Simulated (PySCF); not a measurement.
```xyz
19

C     2.6873   -0.1927   -0.1765
C     1.3634    0.5333   -0.0105
C     0.1849   -0.4185   -0.1084
N    -1.1050    0.2371   -0.1540
C    -1.4152    0.9433    1.0655
C    -2.1497   -0.7018   -0.4817
H     2.8112   -0.9686    0.5843
H     3.5317    0.4937   -0.0885
H     2.7526   -0.6767   -1.1550
H     1.2509    1.3038   -0.7799
H     1.3554    1.0489    0.9543
H     0.2869   -1.0023   -1.0297
H     0.2341   -1.1470    0.7272
H    -2.3954    1.4160    0.9746
H    -0.6840    1.7297    1.2541
H    -1.4395    0.2769    1.9489
H    -1.9301   -1.1854   -1.4362
H    -3.1038   -0.1784   -0.5773
H    -2.2719   -1.4936    0.2813
```

Geometry: PBE0-D3(BJ)/def2-TZVP.

Method: PBE0/pcSseg-2, SCF density, gas phase, non-relativistic (PySCF 2.14.0).

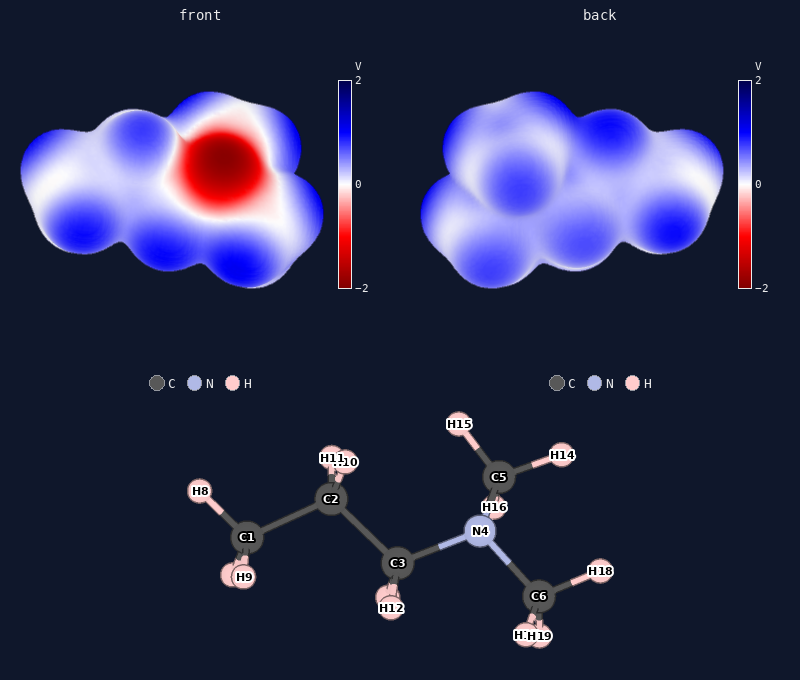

C5H13N. The electrostatic potential painted on the density surface at 0.004 e/bohr³, seen from the front and from behind; red is negative and blue positive. The bare structure is drawn below in the same view.

Q: Which sites attract a positive test charge, and which a negative one?

A: A positive charge is drawn to the negative regions and a negative charge to the positive ones. The most negative region (about −1.8 V) lies over N4, the most positive (about +1.1 V) over H14, H15, H17 and H18. N4 is the likeliest acceptor of a hydrogen bond.
